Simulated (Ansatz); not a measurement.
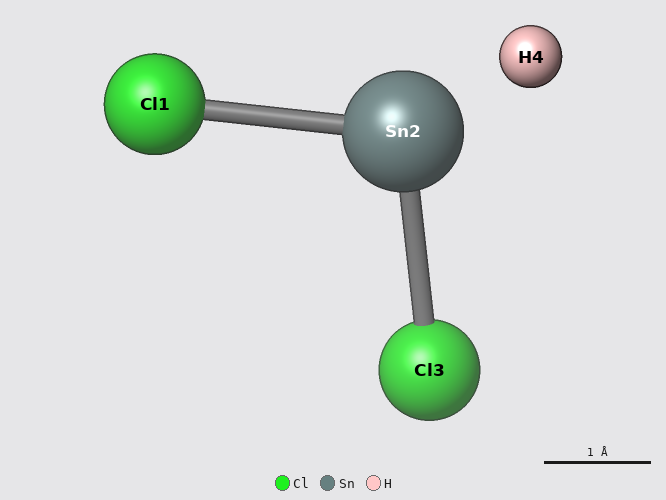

Simulated data, not a measurement (program: Ansatz).

Orthographic view. Atoms fade into the background with distance from the viewer. State: neutral, doublet. Geometry: atoms displaced at random (about 0.015 Å) from a stationary point of GFN2-xTB.

List all interatomic distances (Å) as a matrix.

| atom | Cl1 | Sn2 | Cl3 | H4 |
| --- | --- | --- | --- | --- |
| Cl1 | 0.00 |  |  |  |
| Sn2 | 2.38 | 0.00 |  |  |
| Cl3 | 3.72 | 2.40 | 0.00 |  |
| H4 | 3.95 | 2.20 | 3.96 | 0.00 |
